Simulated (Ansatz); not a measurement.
The parent structure is ZnS in the zinc blende structure (space group F-43m, No. 216; a = 5.3567 Å).

Modification: cell and atoms relaxed at a pressure of 4.2 GPa.

Computed with PBEsol, PAW, 420 eV (Ansatz, an electronic-structure program; no SOC).

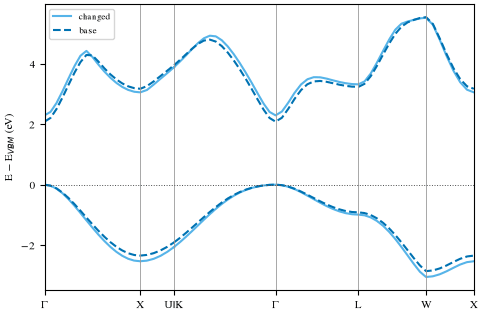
*Highest valence and lowest conduction band along the path, each from its own valence-band maximum*

### Question
From the figure, how large is the changed gap, and is it direct?

### Answer
About 2.3 eV, direct at Γ.

Load acts through the strain it causes; cell and atoms are relaxed under it. Stability against distortions was not tested. Tetrahedral semiconductors of this kind turn to denser phases somewhere between about 1 and 50 GPa; those were not computed, so compressed cells here can lie past the real transition.
